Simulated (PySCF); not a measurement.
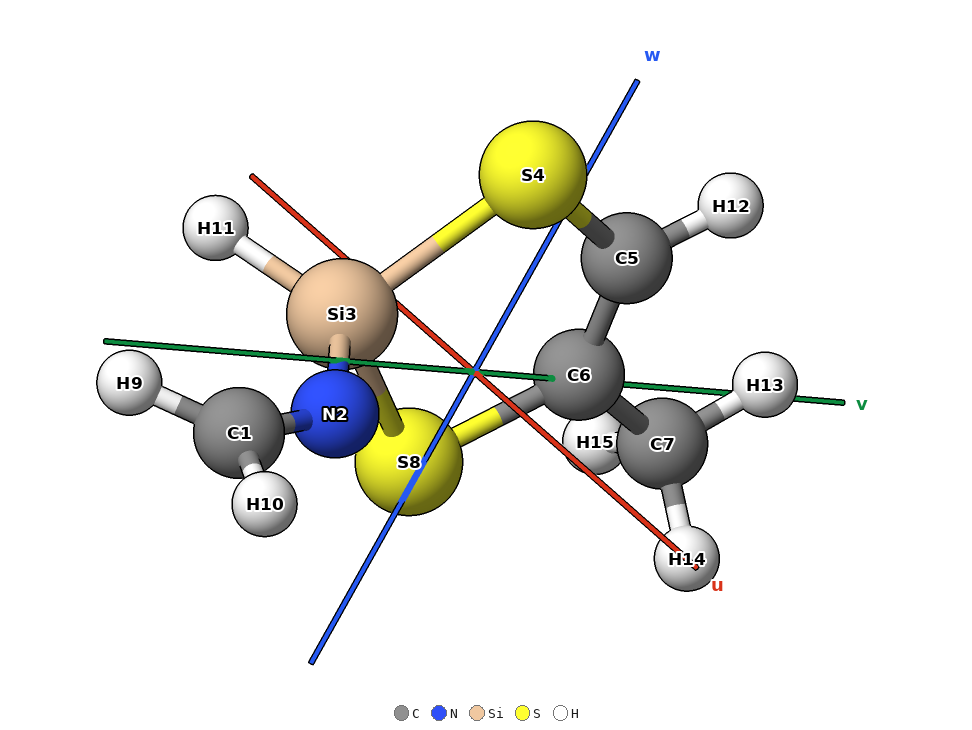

The lines u, v and w are the principal axes of the static dipole polarisability. The computed structure is the end point of a GFN2-xTB optimisation. No frequency run is at hand to confirm it as a minimum. Level of theory: ωB97X-D/def2-SVPD (PySCF 2.14.0).

> Along which axis is the molecule most polarisable, and along which least?

Most along v (close to the long direction C1···C7), least along u.

> Give the three principal values.

u 88.5, v 149.4, w 116.4 bohr³; mean 118.1, anisotropy 52.8 bohr³.

The geometry is semi-empirical. Around Si such bond lengths and angles can be off by a tenth of an ångström or more and by several degrees, and values that hang on the shape move with them.
